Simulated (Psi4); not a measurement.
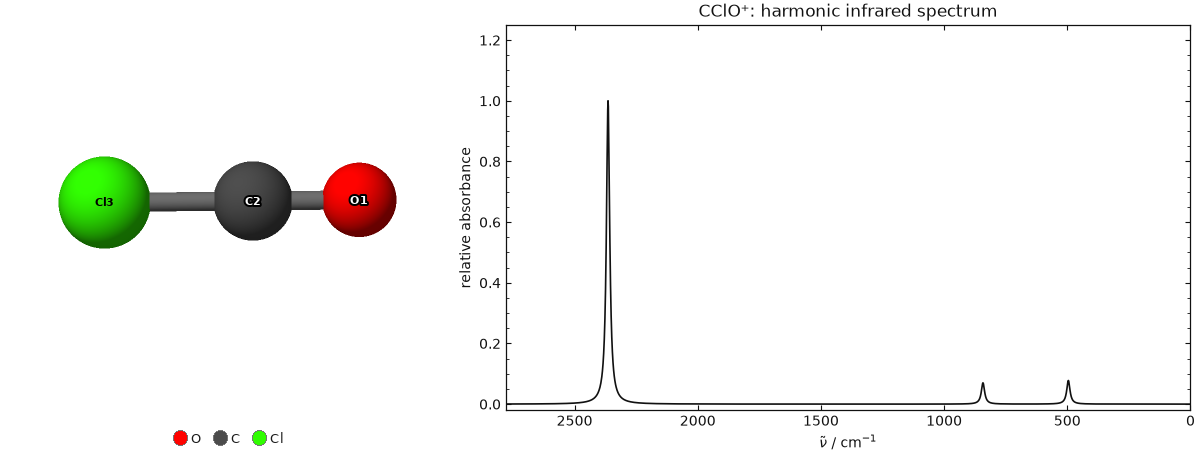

Infrared spectrum of CClO⁺, SMILES [O+]#CCl. Unscaled harmonic wavenumbers and double-harmonic intensities, PBE0/cc-pVTZ with Psi4 1.11, at a geometry relaxed at this level, isolated molecule. Modes within 2 cm⁻¹ of each other count as one line, with their intensities summed. Lorentzian lines of 16 cm⁻¹ full width. Close modes add up in the curve.

### List the modes.

| cm⁻¹ | km/mol |
| --- | --- |
| 495.7 (×2) | 26.6 |
| 842.3 | 24.0 |
| 2364.1 | 341.5 |
